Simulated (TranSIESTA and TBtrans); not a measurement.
System: Ag chain with one S atom inserted. Leads: straight Ag chain, spacing 2.65 Å. Geometry: 3 atoms about the centre moved by SIESTA (PBE, DZP) to a largest force of 0.04 eV/Å, all others as built, motion along the axis alone.

TranSIESTA and TBtrans, PBE, DZP numerical orbitals (energy shift 0.15 eV), PseudoDojo norm-conserving scalar-relativistic potentials, mesh cutoff 200 Ry, 300 K, no spin polarisation, no spin-orbit coupling; self-consistent non-equilibrium Green functions.

Energies count from the leads' Fermi level. Transmissions are for one spin of a degenerate pair. The energy step is 0.01 eV; narrower resonances are cut or missed.

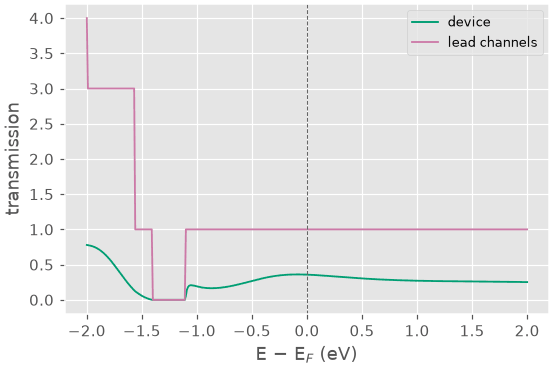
Figure. Transmission against energy

| E (eV) | T | lead channels |
|---|---|---|
| -2.00 | 0.78 | band edge |
| -1.80 | 0.59 | 3 |
| -1.60 | 0.19 | 3 |
| -1.40 | 0 | 0 |
| -1.20 | 0 | 0 |
| -1.00 | 0.19 | 1 |
| -0.80 | 0.17 | 1 |
| -0.60 | 0.23 | 1 |
| -0.40 | 0.31 | 1 |
| -0.20 | 0.35 | 1 |
| 0.00 | 0.36 | 1 |
| 0.20 | 0.34 | 1 |
| 0.40 | 0.31 | 1 |
| 0.60 | 0.29 | 1 |
| 0.80 | 0.28 | 1 |
| 1.00 | 0.27 | 1 |
| 1.20 | 0.27 | 1 |
| 1.40 | 0.26 | 1 |
| 1.60 | 0.26 | 1 |
| 1.80 | 0.26 | 1 |
| 2.00 | 0.25 | 1 |

The straight chain is held at its spacing; free chains may zigzag or dimerise. No spin-polarised start was tried, so a magnetic state, if there is one, is missed.
